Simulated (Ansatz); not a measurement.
One crystal and one scan (energy against volume) at two levels, PBE (plane waves to 420 eV, PAW, scalar-relativistic; Ansatz, a quantum-chemistry and plane-wave program) and r2SCAN (plane waves to 500 eV, PAW, scalar-relativistic; Ansatz), each from its own relaxed cell and on its own mesh. The cell shown is that of PBE.

Cs2AgBiBr6 (double-perovskite type, space group Fm-3m)

```
CELL_PARAMETERS angstrom
      0.00000     5.73848     5.73848
      5.73848     0.00000     5.73848
      5.73848     5.73848     0.00000
ATOMIC_POSITIONS crystal
  Cs 0.25000 0.25000 0.25000
  Cs 0.75000 0.75000 0.75000
  Ag 0.50000 0.50000 0.50000
  Bi 0.00000 0.00000 0.00000
  Br 0.74863 0.25137 0.25137
  Br 0.25137 0.74863 0.74863
  Br 0.25137 0.74863 0.25137
  Br 0.74863 0.25137 0.74863
  Br 0.25137 0.25137 0.74863
  Br 0.74863 0.74863 0.25137
```

Equation-of-state scan: isotropic scaling of the cell above, V₀ being its volume. The atoms relax within the cell's symmetry.

E stands for the smeared free energy. Cs2AgBiBr6 was relaxed with its symmetry unable to fall. Spin-orbit coupling is left out, though Bi is heavy. Percentages come from the unrounded values.

```tsv
quantity	PBE	r2SCAN	PBE − r2SCAN
Lattice constant a (Å)	11.48	11.34	+0.14 (+1.2 %)
Bulk modulus B₀ (third-order Birch-Murnaghan fit) (GPa)	20.5	24.4	-3.9 (-16 %)
Pressure derivative B₀′ (fit)	5.9	5.7	+0.2 (+4 %)
```

PBE gives the higher value for: lattice constant a. PBE gives the lower value for: bulk modulus B₀. Neither level is exact: the differences show how much the result hangs on the functional.

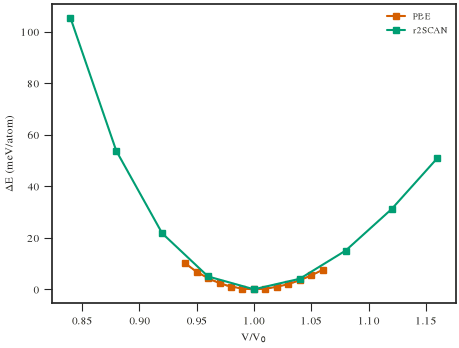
*ΔE, each from the relaxed starting cell of its own level.*

(Under strain, the slope of the energy per volume gives the stress and its curvature an elastic modulus.)
